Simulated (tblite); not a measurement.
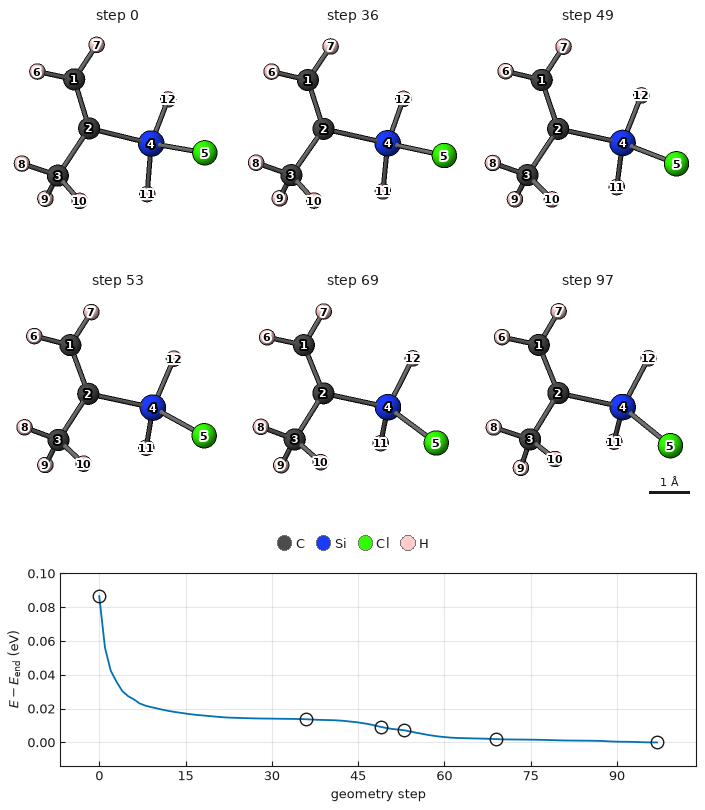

Frames of a relaxation of C₃H₇ClSi, marked on the history of the run. Style: ball-and-stick. Shown at a tilt.

Computed with GFN2-xTB geometry optimisation, gas phase in tblite 0.8.0. 

### What happens along the run?

Cl5 moves most after the best rigid fit: 0.75 Å. By element the largest moves are Cl 0.75 Å, H 0.58 Å, C 0.23 Å, Si 0.07 Å. Among the contacts that change: Si4–Cl5 2.061 → 2.023 Å, C2–Si4 1.865 → 1.891 Å, Si4–H11 1.488 → 1.464 Å, C1–H6 1.100 → 1.080 Å. Bond angles that change, for instance: C2–Si4–Cl5 102.8° → 108.5°, C2–C3–H10 112.3° → 110.1°. Groups turn about C2–Si4 by about 30°. Over 97 geometry steps the energy falls by 0.087 eV. The run took 1.8 s on 1 thread of Intel(R) Xeon(R) Processor @ 2.50GHz, on a shared host. From step 0 to 36: Cl5 moves most (0.16 Å), energy −0.073 eV. From step 36 to 49: Cl5 moves most (0.22 Å), energy −0.005 eV. From step 49 to 53: Cl5 moves most (0.19 Å), energy −0.002 eV. From step 53 to 69: Cl5 moves most (0.20 Å), energy −0.005 eV. From step 69 to 97: H9 moves most (0.14 Å), energy −0.002 eV.

```json
{"step": "0", "E − E(0), eV": "0.0000"}
{"step": "1", "E − E(0), eV": "-0.0306"}
{"step": "2", "E − E(0), eV": "-0.0442"}
{"step": "3", "E − E(0), eV": "-0.0507"}
{"step": "4", "E − E(0), eV": "-0.0562"}
{"step": "5", "E − E(0), eV": "-0.0592"}
{"step": "6", "E − E(0), eV": "-0.0611"}
{"step": "7", "E − E(0), eV": "-0.0635"}
{"step": "8", "E − E(0), eV": "-0.0648"}
{"step": "9", "E − E(0), eV": "-0.0657"}
{"step": "10", "E − E(0), eV": "-0.0665"}
{"step": "15", "E − E(0), eV": "-0.0695"}
{"step": "19", "E − E(0), eV": "-0.0710"}
{"step": "24", "E − E(0), eV": "-0.0721"}
{"step": "28", "E − E(0), eV": "-0.0725"}
{"step": "33", "E − E(0), eV": "-0.0727"}
{"step": "37", "E − E(0), eV": "-0.0731"}
{"step": "42", "E − E(0), eV": "-0.0737"}
{"step": "47", "E − E(0), eV": "-0.0759"}
{"step": "51", "E − E(0), eV": "-0.0787"}
{"step": "56", "E − E(0), eV": "-0.0814"}
{"step": "60", "E − E(0), eV": "-0.0834"}
{"step": "65", "E − E(0), eV": "-0.0842"}
{"step": "70", "E − E(0), eV": "-0.0848"}
{"step": "74", "E − E(0), eV": "-0.0849"}
{"step": "79", "E − E(0), eV": "-0.0853"}
{"step": "83", "E − E(0), eV": "-0.0855"}
{"step": "88", "E − E(0), eV": "-0.0859"}
{"step": "92", "E − E(0), eV": "-0.0863"}
{"step": "97", "E − E(0), eV": "-0.0866"}
```
